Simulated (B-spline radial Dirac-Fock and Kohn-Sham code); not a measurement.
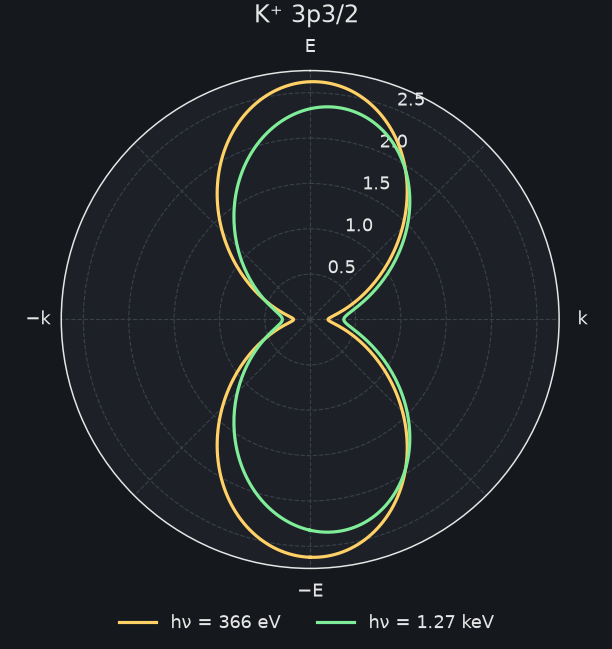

Angular distribution of photoelectrons from M3 (3p3/2) in the plane of the polarisation E (up) and the photon direction k (right), relative to an isotropic one. Species: the ion K⁺. The calculation used a Dirac–Hartree–Slater potential; 1 + βP₂(cos θ) + (δ + γ cos²θ) sin θ cos φ with E1 and E1–E2 terms (a B-spline radial code).

**What are β, γ and δ at 1.27 keV?**

β = 1.323, γ = 0.490, δ = 0.032.

**Is the pattern at 1.27 keV symmetric between forward and backward?**

No: 45° forward of E it is 1.3 times the value 45° backward, from the non-dipole terms.
